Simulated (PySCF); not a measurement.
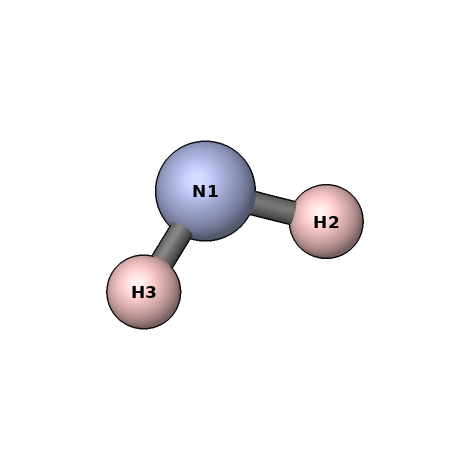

The questions are on Mulliken spin populations. Charge 0, doublet. The geometry was computed by an optimisation with GFN2-xTB. No frequency run is at hand to confirm it as a minimum. Properties computed with UKS B3LYP, pcH-1 on H N, non-relativistic (PySCF 2.14.0).

List the Mulliken spin populations.

```csv
atom,value (e)
N1,1.07
H2,−0.03
H3,−0.03
```

Mulliken values depend strongly on the basis set.
